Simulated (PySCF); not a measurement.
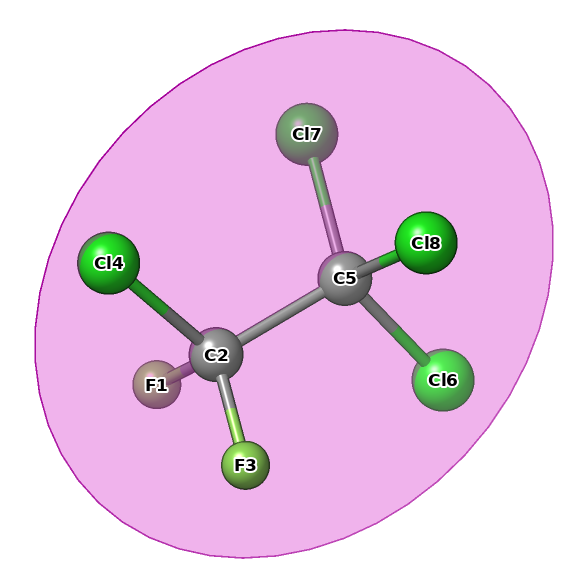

A disc through the centre of mass is drawn in. Atoms fade into the background with distance from the viewer. Computed geometry: PBE0-D3(BJ)/def2-TZVP optimisation. No frequency run is at hand to confirm it as a minimum.

**Is the plane of the disc a mirror plane of the structure?**

Yes. The reflection leaves C2, Cl4, C5, Cl6 in place and moves F1 ↔ F3; Cl7 ↔ Cl8. The point group is Cs.
